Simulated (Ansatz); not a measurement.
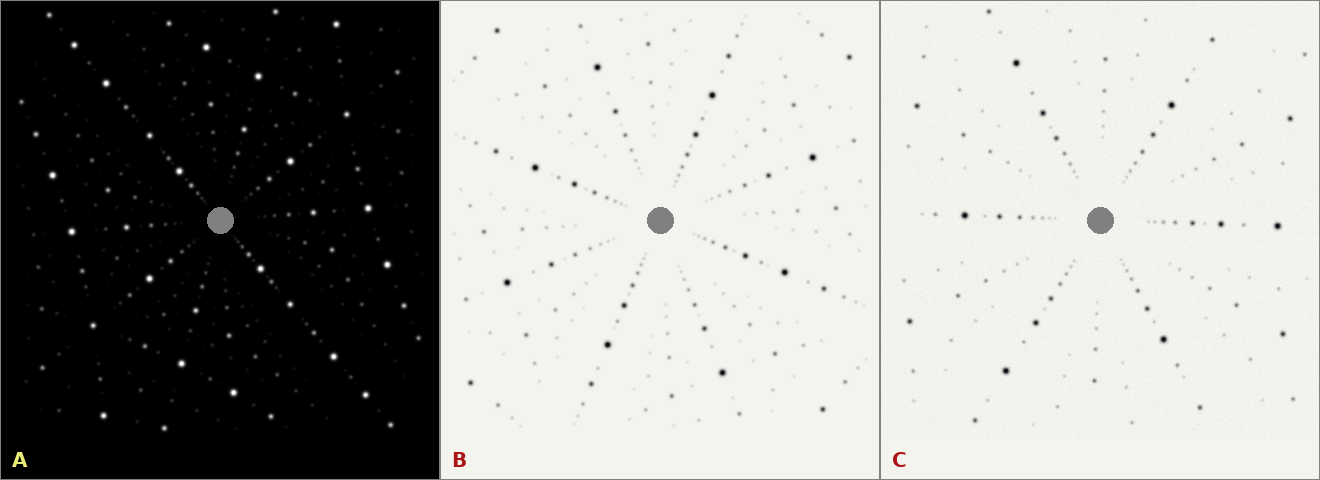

Simulated back-reflection Laue patterns (white X-rays, 0.45 to 2.2 Å, flat plate covering ±45° about the beam, kinematic intensities, seen from the source). Crystal: LaC, space group Fm-3m (No. 225), a = 5.35 Å. Structure: the input geometry of an electronic-structure calculation (not necessarily at equilibrium); the starting structure was generated, so it need not be a known form of this composition.

| atom | site | symmetry | x | y | z |
| --- | --- | --- | --- | --- | --- |
| La | 4b | m-3m | 0.5000 | 0.0000 | 0.0000 |
| C | 4a | m-3m | 0.0000 | 0.0000 | 0.0000 |

**The directions [001], [110], [111] point towards the source, in some order. Which is which?**

A: [110], symmetry 2mm (a twofold axis with two mirror lines). B: [001], symmetry 4mm (a fourfold axis with mirror lines). C: [111], symmetry 3m (a threefold axis with three mirror lines). The Laue class is m-3m.
